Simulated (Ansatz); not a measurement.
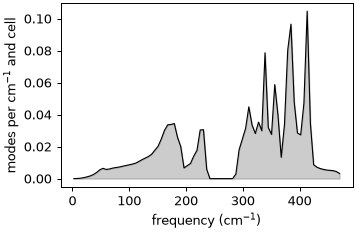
Figure. Phonon density of states of MoS$_{2}$ (R3m, relaxed from the 3R-MoS2 type); finite displacements on a 6×6×6 mesh, DFT at the LDA level (Ansatz, a quantum-chemistry and plane-wave program), k mesh 12×12×12

The cell was generated from a structure type, relaxed within its symmetry, and need not be the phase found at ambient conditions. Dynamical quadrupoles are not included in the interpolation of the phonons between the solved wave vectors.

**Question.** Where is the tallest peak, and is there a gap in the spectrum?

**Answer.** The tallest peak lies near 410 cm⁻¹. There is at least one gap; the lowest begins near 240 cm⁻¹.

The PAW data sets were generated under PBE and serve the other functionals too.
